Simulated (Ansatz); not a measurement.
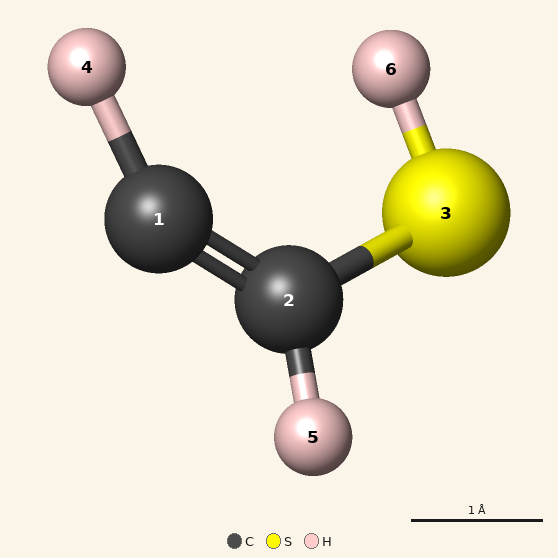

Figure made from data computed with Ansatz.

The species is neutral and a spin doublet. Geometry: moved along internal coordinates away from the minimum.

### How are the neighbours of atom 3 arranged?

S3 has 2 neighbours (C2 at 1.77, H6 at 1.18 Å); the arrangement is bent.

### What is the geometry at C2?

C2 has 3 neighbours (C1 at 1.30, S3 at 1.77, H5 at 1.09 Å); the arrangement is trigonal planar.

### What is the geometry at C1?

C1 has 2 neighbours (C2 at 1.30, H4 at 1.29 Å); the arrangement is bent.
